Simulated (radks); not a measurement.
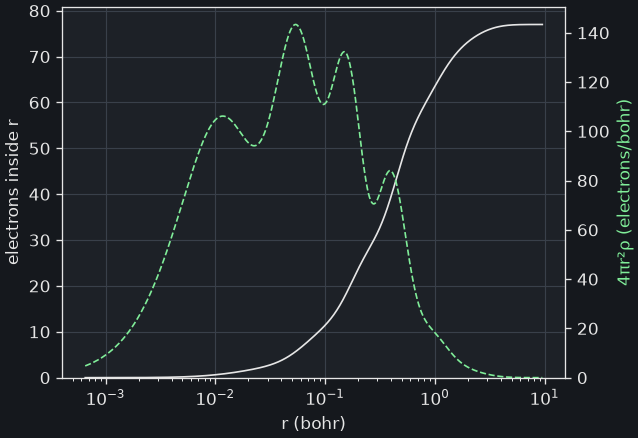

Atomic iridium (Ir) in the configuration [Xe] 4f14 5d7 6s2 (both spins equally filled). The calculation used the in-house radial solver radks at this level: scalar-relativistic Kohn-Sham, LDA (Slater exchange, Perdew-Wang correlation), spin-polarised, spherical densities, finite nucleus.

The plot shows the number of electrons inside radius r (solid) and the radial density 4πr²ρ (dashed).

**Describe it and give its main numbers.**

The count levels off at 77 electrons. Half of them lie within 0.387 bohr, 90 % within 1.41 bohr and 99 % within 3.43 bohr. The radial density has minima at 0.0225, 0.0967 and 0.278 bohr, where the count stands at 1.9, 11.1 and 30.0; these part the shells that the density resolves.
